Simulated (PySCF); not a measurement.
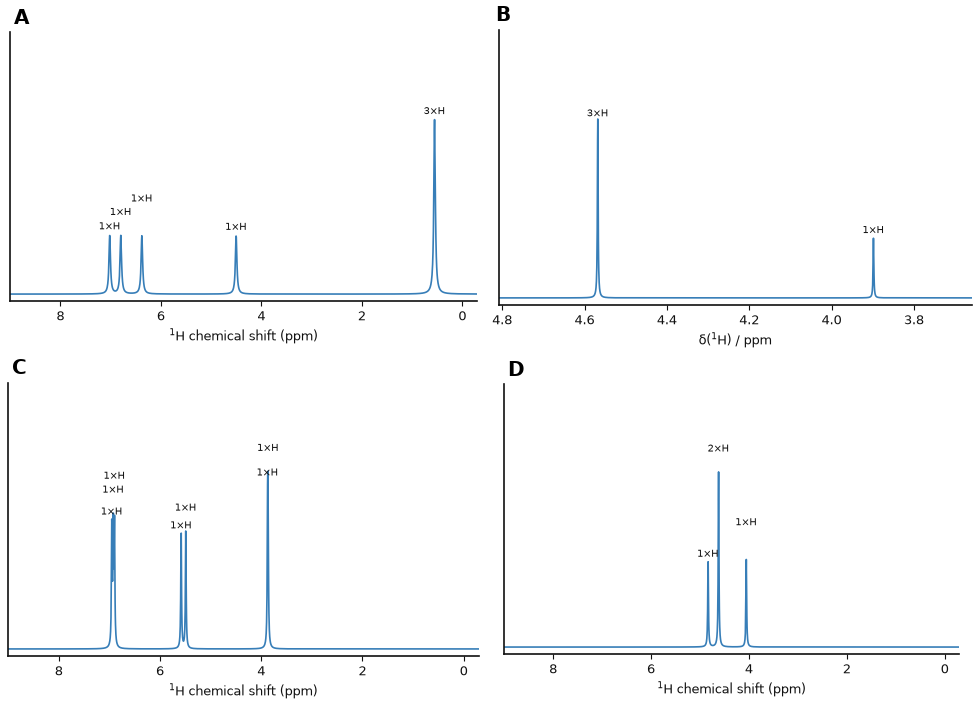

GIAO shifts, PBE0/pcSseg-1 in PySCF 2.14.0, at a GFN2-xTB geometry (no frequency check), against TMS for ¹H computed at the same level. Gas phase, fully decoupled, line heights follow the number of nuclei, widths are arbitrary (no quadrupolar broadening); values of one conformer, averaged over methyl-type rotors and exact or near symmetry; other conformers aren't averaged in.

**Assign the panels.**
1. C₃H₇B₃O₃, SMILES C=CB1OBOB(C)O1
2. C₅H₄N₂OS, SMILES C#Cc1snnc1OC
3. C₃H₄BF₃O₂, SMILES FC(F)(F)[C@H]1COBO1
4. C₈H₇Cl, SMILES C=CC1=C(Cl)[C@@H]2C=C[C@H]12

A: 1 (7.02 (1 H), 6.80 (1 H), 6.38 (1 H), 4.50 (1 H), 0.55 (3 H) ppm)
B: 2 (4.57 (3 H), 3.90 (1 H) ppm)
C: 4 (6.95 (1 H), 6.92 (1 H), 6.90 (1 H), 5.58 (1 H), 5.49 (1 H), 3.87 (1 H), 3.86 (1 H) ppm)
D: 3 (4.83 (1 H), 4.62 (2 H), 4.05 (1 H) ppm)

Limits of at least one run: the tight-binding geometry is rougher than a DFT one and adds to the error.
